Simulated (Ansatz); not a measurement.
# H₂BrO (doublet): one geometry, many settings at distance Br1–H2 along a hydrogen transfer = 1.812 Å

Aim: run H₂BrO (doublet) at one geometry under a spread of methods and options, and see what each costs and gives.

Program: Ansatz 0.2.0, Gaussian basis. Level of theory: the settings change from run to run. These are calculated values, not measurements.

13 further runs of the same task are left out: 6 for a known fault of the program, 6 that didn't finish, 1 set aside as unsound or not needed.

## Step 1: The system

The geometry derives from fragments relaxed apart (PBE0/def2-TZVP) and kept rigid, so it is no stationary point. A hydrogen atom is moved between rigid fragments. No spin-orbit coupling is included. The filled d shell of Br may be among the frozen orbitals whatever the setting's name suggests; the logs give the count.

4 atoms, charge 0, spin multiplicity 2.

Atoms are counted from 1 here; the program's logs count them from 0.

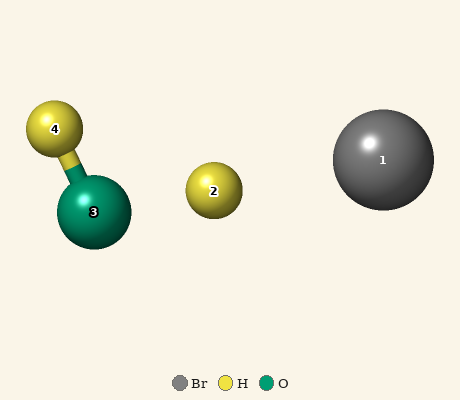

The geometry (bromine grey, hydrogen yellow, oxygen teal); atoms are numbered from 1 in the order of the file.

Coordinates:

```
Br   -2.06397    0.23499    0.00000
H    -0.25196    0.23499    0.00000
O     1.03204    0.23499    0.00000
H     1.28389   -0.70496    0.00000
```

## Step 2: CASSCF(5,3)/cc-pVDZ

Input file in.yaml:

```yaml
crystal:
  periodic: [false, false, false]
  atoms:
    - {symbol: Br, position_ang: [-2.063965, 0.234988, 0.000000]}
    - {symbol: H, position_ang: [-0.251965, 0.234988, 0.000000]}
    - {symbol: O, position_ang: [1.032035, 0.234988, 0.000000]}
    - {symbol: H, position_ang: [1.283894, -0.704963, 0.000000]}
basis:
  gaussian: {orbitals: cc-pVDZ}
magnetization: {spin_polarized: false, initial_magnetization: 1}
correlation: {active_space: {window: {electrons: 5, orbitals: 3}, states: [{multiplicity: 2, weights: [1, 1, 1]}], root: 0}}
```

Started as:

```bash
> ansatz run in.yaml --threads 1 --pin off --events-out ev --progress --plain --max-ram 2393MiB
```

The program printed:

```text
Functional definition: HF
  name "HF"
  cite "Fock, Z. Phys. 61, 126 (1930) doi:10.1007/BF01340294"
  parent pbe
  exchange = exact_x
  correlation = 0
913 factors; integrals over basis functions are off by at most 2.5e-7 eV
mean field evaluation 1: about -72061.0586 eV, gradient 3.7e1 eV
mean field evaluation 2: about -72061.0703 eV, gradient 3.7e1 eV
mean field evaluation 4: about -72063.2314 eV, gradient 1.9e1 eV
mean field evaluation 8: about -72064.1363 eV, gradient 6.1e-1 eV
mean field evaluation 16: about -72058.9948 eV, gradient 4.3e1 eV
mean field evaluation 32: about -72064.0889 eV, gradient 3.2e-1 eV
mean field evaluation 64: about -72064.1254 eV, gradient 4.2e-6 eV
mean field evaluation 96: about -72064.1334 eV, gradient 7.8e-1 eV
mean field evaluation 128: about -72064.1430 eV, gradient 1.4e-1 eV
mean field evaluation 160: about -72064.1181 eV, gradient 3.4e-1 eV
mean field evaluation 192: about -72064.1225 eV, gradient 2.2e-2 eV
mean field -72064.50214976 eV, -2648.3216069296 hartree, gradient 2.3e-6 eV, S^2 0.750000; 14 other end points of the search recorded, 0 dependent functions left out
reference -72064.50214976 eV, -2648.3216069296 hartree; 23, 22 occupied and 28, 29 virtual orbitals, 913 factors
state -72064.12253813 eV, -2648.3076564595 hartree
state -72064.10430257 eV, -2648.3069863151 hartree
state -72064.05311419 eV, -2648.3051051771 hartree
Total energy: -72064.12253813 eV, -2648.3076564595 hartree
```

It took 8.5 s on 1 thread of Arm Neoverse V1, shared host.

From the report: 3 determinants; active occupations (of the averaged states) 1.67, 1.67, 1.67.

## Step 3: BCCD on UHF/def2-SVP

Input file in.yaml:

```yaml
crystal:
  periodic: [false, false, false]
  atoms:
    - {symbol: Br, position_ang: [-2.063965, 0.234988, 0.000000]}
    - {symbol: H, position_ang: [-0.251965, 0.234988, 0.000000]}
    - {symbol: O, position_ang: [1.032035, 0.234988, 0.000000]}
    - {symbol: H, position_ang: [1.283894, -0.704963, 0.000000]}
basis:
  gaussian: {orbitals: def2-SVP}
magnetization: {spin_polarized: true, initial_magnetization: 1}
correlation: {method: bccd, electrons: outside_noble_gas}
scf: {omitted_lower_state_checks: [cluster_reference]}
```

Same command.

The program printed, shortened:

```text
Functional definition: HF
  name "HF"
  cite "Fock, Z. Phys. 61, 126 (1930) doi:10.1007/BF01340294"
  parent pbe
[...]
544 factors; integrals over basis functions are off by at most 1.5e-3 eV
[...]
mean field -72055.06362090 eV, -2647.9747473918 hartree, gradient 2.6e-6 eV, S^2 0.868409; 14 other end points of the search recorded, 0 dependent functions left out
15 core orbitals not correlated: weight in the atoms' cores, before any rotation towards them, 1.000 or more for the frozen orbitals, at most 0.000 for the correlated occupied ones
reference -72055.06362090 eV, -2647.9747473918 hartree; 8, 7 occupied and 33, 34 virtual orbitals, 544 factors
second order -8.20691877 eV of doubles, -0.00000000 eV of singles
cycle   1  -8.73838928 eV  change   -5.3e-1 eV  update   7.5e-2
[...]
cycle  18  -9.09918872 eV  change   -2.6e-6 eV  update   4.0e-6
Total energy: -72064.16280962 eV, -2648.3091364096 hartree
Checks for a lower state left out: cluster_reference
```

Run time: 6.5 s. Hardware: 1 thread of Arm Neoverse V1, shared host.

From the report: ⟨S²⟩ of the determinant 0.868 (pure doublet: 0.75); correlation -9.0992 eV; largest double amplitude 0.07.

## Step 4: CCSD on UHF/def2-mTZVP

in.yaml, as its differences from that of step 3:

```diff
@@ -8,5 +8,5 @@
 basis:
-  gaussian: {orbitals: def2-SVP}
+  gaussian: {orbitals: def2-mTZVP}
 magnetization: {spin_polarized: true, initial_magnetization: 1}
-correlation: {method: bccd, electrons: outside_noble_gas}
-scf: {omitted_lower_state_checks: [cluster_reference]}
+correlation: {method: ccsd, electrons: outside_noble_gas}
+scf: {lower_state_search: light}
```

The command is unchanged.

The program printed, shortened:

```text
Functional definition: HF
  name "HF"
  cite "Fock, Z. Phys. 61, 126 (1930) doi:10.1007/BF01340294"
  parent pbe
[...]
603 factors; integrals over basis functions are off by at most 1.2e-3 eV
[...]
mean field -72066.01925940 eV, -2648.3773596806 hartree, gradient 6.3e-6 eV, S^2 0.874852; 16 other end points of the search recorded, 0 dependent functions left out
determinant -72066.01925940 eV, -2648.3773596806 hartree, with singles and doubles -72075.54886104 eV, -2648.7275660815 hartree
determinant -72065.88608783 eV, -2648.3724657156 hartree, with singles and doubles -72074.81149669 eV, -2648.7004684416 hartree
determinant -72065.67585990 eV, -2648.3647399818 hartree, with singles and doubles -72075.35628645 eV, -2648.7204890957 hartree
determinant -72065.65406086 eV, -2648.3639388820 hartree, with singles and doubles -72075.32462902 eV, -2648.7193257066 hartree
determinant -72066.01925940 eV, -2648.3773596806 hartree, with singles and doubles -72075.56909858 eV, -2648.7283097975 hartree
determinant -72065.67585990 eV, -2648.3647399818 hartree, with singles and doubles -72075.37197171 eV, -2648.7210655187 hartree
determinant -72065.65406086 eV, -2648.3639388820 hartree, with singles and doubles -72075.32126213 eV, -2648.7192019759 hartree
15 core orbitals not correlated: weight in the atoms' cores, before any rotation towards them, 1.000 or more for the frozen orbitals, at most 0.000 for the correlated occupied ones
reference -72066.01925940 eV, -2648.3773596806 hartree; 8, 7 occupied and 43, 44 virtual orbitals, 603 factors
second order -8.66700913 eV of doubles, -0.00000000 eV of singles
cycle   1  -9.54984518 eV  change   -6.0e-6 eV  update   3.5e-6
Total energy: -72075.56910458 eV, -2648.7283100179 hartree
```

It took 23 s on 1 thread of Arm Neoverse V1, shared host.

From the report: ⟨S²⟩ of the determinant 0.875 (pure doublet: 0.75); correlation -9.5498 eV; T1 0.032; largest double amplitude 0.06.

## Step 5: BCCD(T) on ROHF/def2-SVP

Input file in.yaml:

```yaml
crystal:
  periodic: [false, false, false]
  atoms:
    - {symbol: Br, position_ang: [-2.063965, 0.234988, 0.000000]}
    - {symbol: H, position_ang: [-0.251965, 0.234988, 0.000000]}
    - {symbol: O, position_ang: [1.032035, 0.234988, 0.000000]}
    - {symbol: H, position_ang: [1.283894, -0.704963, 0.000000]}
basis:
  gaussian: {orbitals: def2-SVP}
magnetization: {spin_polarized: false, initial_magnetization: 1}
hamiltonian: {pseudopotentials: {relativity: none}}
correlation: {method: bccd_t, electrons: outside_noble_gas}
```

Launched as before.

The program printed, shortened:

```text
Functional definition: HF
  name "HF"
  cite "Fock, Z. Phys. 61, 126 (1930) doi:10.1007/BF01340294"
  parent pbe
[...]
544 factors; integrals over basis functions are off by at most 1.5e-3 eV
[...]
mean field -72054.80814147 eV, -2647.9653586959 hartree, gradient 2.0e-6 eV, S^2 0.750000; 15 other end points of the search recorded, 0 dependent functions left out
[...]
determinant -72054.80814147 eV, -2647.9653586959 hartree, with singles and doubles -72063.52154736 eV, -2648.2855704560 hartree
determinant -72054.54835393 eV, -2647.9558116799 hartree, with singles and doubles -72063.86370229 eV, -2648.2981444179 hartree
determinant -72054.53071446 eV, -2647.9551634413 hartree, with singles and doubles -72063.83553053 eV, -2648.2971091247 hartree
determinant -72054.50252836 eV, -2647.9541276213 hartree, with singles and doubles -72064.16112646 eV, -2648.3090745547 hartree
[...]
determinant -72054.50252836 eV, -2647.9541276213 hartree, with singles and doubles -72064.16111260 eV, -2648.3090740454 hartree
determinant -72054.43935637 eV, -2647.9518060933 hartree, with singles and doubles -72064.14323004 eV, -2648.3084168734 hartree
determinant -72053.53807078 eV, -2647.9186844591 hartree, with singles and doubles -72063.68998865 eV, -2648.2917605596 hartree
[...]
15 core orbitals not correlated: weight in the atoms' cores, before any rotation towards them, 1.000 or more for the frozen orbitals, at most 0.000 for the correlated occupied ones
reference -72054.50252836 eV, -2647.9541276213 hartree; 8, 7 occupied and 33, 34 virtual orbitals, 544 factors
second order -8.89113714 eV of doubles, -0.14684510 eV of singles
cycle   1  -9.66176409 eV  change   -3.2e-3 eV  update   1.6e-2
[...]
cycle  15  -9.65898107 eV  change   -8.6e-6 eV  update   1.2e-5
perturbative correction -0.20974770 eV, -0.0077080859 hartree
Total energy: -72064.37125713 eV, -2648.3167967144 hartree
```

Wall time 23 s (1 thread of Arm Neoverse V1, shared host).

From the report: correlation -9.8687 eV; largest double amplitude 0.07.

## Step 6: All runs side by side

| level | correlated | functions | energy (eV) | time |
| --- | --- | --- | --- | --- |
| CASSCF(5,3)/cc-pVDZ (lowest root of an average) |  | 51 | -72064.1225 | 8.5 s |
| BCCD on UHF/def2-SVP | outside noble gas | 56 | -72064.1628 | 6.5 s |
| CCSD on UHF/def2-mTZVP | outside noble gas | 66 | -72075.5691 | 23 s |
| BCCD(T) on ROHF/def2-SVP | outside noble gas | 56 | -72064.3713 | 23 s |

## Step 7: What came out

| quantity | value |
| --- | --- |
| runs | 4 |
| quickest | BCCD on UHF/def2-SVP, 6.5 s |
| slowest | BCCD(T) on ROHF/def2-SVP, 23 s |

In words: Total energies in different bases, with other cores or another treatment of relativity can't be set against each other. BCCD(T) on ROHF/def2-SVP took 4 times as long as BCCD on UHF/def2-SVP; the jobs differ in more than the method.
